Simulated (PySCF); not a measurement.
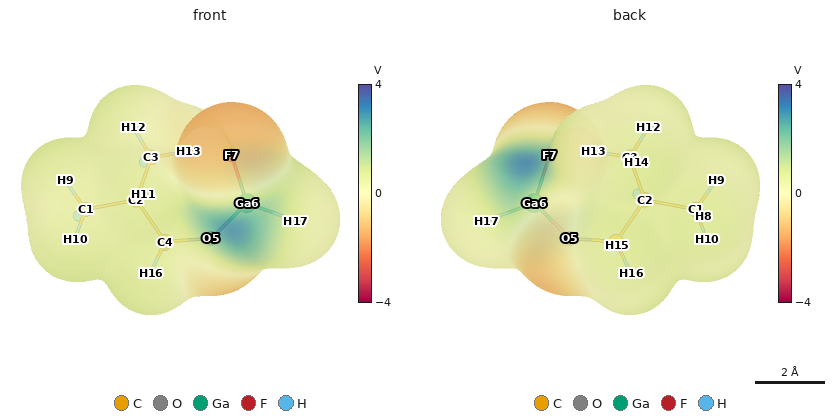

Figure 1: C₄H₁₀FGaO (SMILES CC(C)C[O][GaH][F]). The electrostatic potential painted on the density surface at 0.002 e/bohr³, seen from the front and from behind; the colour scale runs from red (negative) to blue (positive).

Geometry: GFN2-xTB.

Theory: CAM-B3LYP/def2-SVPD, SCF density, gas phase (PySCF).

```xyz
17

C    -1.9856   -0.5406    0.5924
C    -0.5681   -0.0128    0.3967
C    -0.4936    0.9073   -0.8167
C     0.4214   -1.1789    0.2520
O     1.7673   -0.7668    0.3257
Ga    2.7097    0.6493    0.6246
F     2.1417    2.2264    1.1298
H    -2.2965   -1.1179   -0.2757
H    -2.6810    0.2843    0.7242
H    -2.0433   -1.1806    1.4696
H    -0.2623    0.5554    1.2888
H    -1.1327    1.7760   -0.6765
H     0.5341    1.2638   -0.9640
H    -0.8082    0.3797   -1.7154
H     0.2706   -1.6768   -0.7140
H     0.2456   -1.9074    1.0532
H     4.1739    0.3515    0.4888
```

Q: Describe the electrostatic potential map.

A: The most negative region (about −1.4 V) lies over F7, the most positive (about +3.0 V) over Ga6.

Q: What dipole moment does the calculation give?

A: Its dipole moment is 1.49 D.
